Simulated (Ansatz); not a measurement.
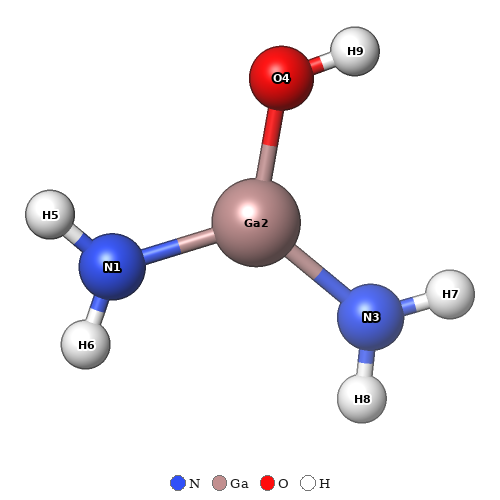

The system is GaH₅N₂O, SMILES [NH2][Ga]([NH2])[OH]; the picture shows the reference structure. 
- Coordinates scanned: (1) dihedral N1–Ga2–O4–H9; (2) dihedral H5–N1–Ga2–N3.
- Nothing is relaxed (all other coordinates rigid).
- Grid: 18 × 18 points.
- Points are written as (first, second).
- Energies are in kJ/mol, from the lowest grid point.
- These are results of Ansatz 0.2.0, RHF/def2-TZVP, not measurements.

Its coordinates:

```tsv
atom	x (Å)	y (Å)	z (Å)
N	0.0238	1.6190	-0.7397
Ga	0.2479	0.0049	0.0490
N	-1.1098	-1.1745	0.3105
O	1.8985	-0.3902	0.5719
H	0.7700	2.2590	-0.8790
H	-0.8381	1.9750	-1.0784
H	-1.0045	-2.0629	0.7410
H	-2.0513	-1.0130	0.0400
H	2.0635	-1.2173	0.9847
```

Range: dihedral N1–Ga2–O4–H9 from −180 to 160°; dihedral H5–N1–Ga2–N3 from −180 to 160°.

Q: What will the energy surface look like?

A: The lowest grid point is at (−180°, −180°). Higher local minima lie near (−180°, 0°) (0.27 kJ/mol above the lowest at that grid point); (0°, −180°) (1.6 kJ/mol above the lowest at that grid point); (0°, 0°) (1.8 kJ/mol above the lowest at that grid point). The highest grid point, (100°, −100°), lies 42.6 kJ/mol above the lowest. On the interpolated surface the easiest way out of the lowest well to the well at (0°, −180°) passes a barrier of about 9.4 kJ/mol. Round the minimum the valley is somewhat tilted: raising dihedral N1–Ga2–O4–H9 shifts the best value of dihedral H5–N1–Ga2–N3 upwards (coupling k₁₂/√(k₁₁k₂₂) about −0.2).

```
dihedral H5–N1–Ga2–N3 ↓, dihedral N1–Ga2–O4–H9 →  −180  −140  −100   −60   −20    20    60   100   140
                                             140  11.6  17.8  23.4  19.1  12.2  14.4  21.7  22.1  14.6
                                             100  28.0  34.6  42.6  38.3  28.4  29.2  39.2  42.0  33.4
                                              60  21.6  25.8  34.2  32.7  23.6  21.8  30.5  35.3  28.5
                                              20   3.5   6.5  12.9  12.4   6.5   5.1  10.7  13.7   8.5
                                             −20   3.5   8.4  13.6  10.7   5.1   6.4  12.3  12.8   6.4
                                             −60  21.5  28.3  35.2  30.5  21.8  23.6  32.6  34.1  25.6
                                            −100  28.0  33.4  42.1  39.3  29.2  28.4  38.3  42.6  34.7
                                            −140  11.7  14.7  22.3  21.9  14.5  12.3  19.2  23.6  17.9
                                            −180   0.0   3.6   9.0   7.5   2.5   2.5   7.5   9.0   3.6
```

The table holds every second grid line.

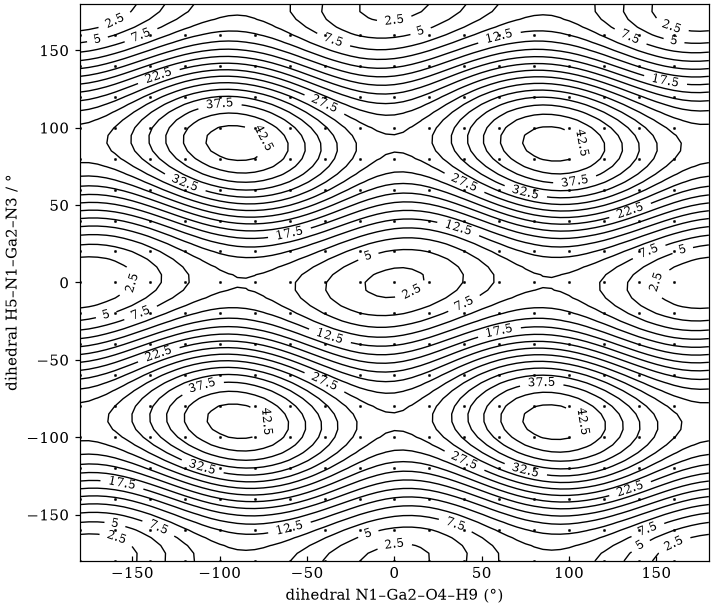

Drawn: contour lines labelled in kJ/mol, dots at the grid points. Between grid points the surface is interpolated.

The whole map (324 points run) took 48 min on 1 thread of Arm Neoverse N1, on a shared host.
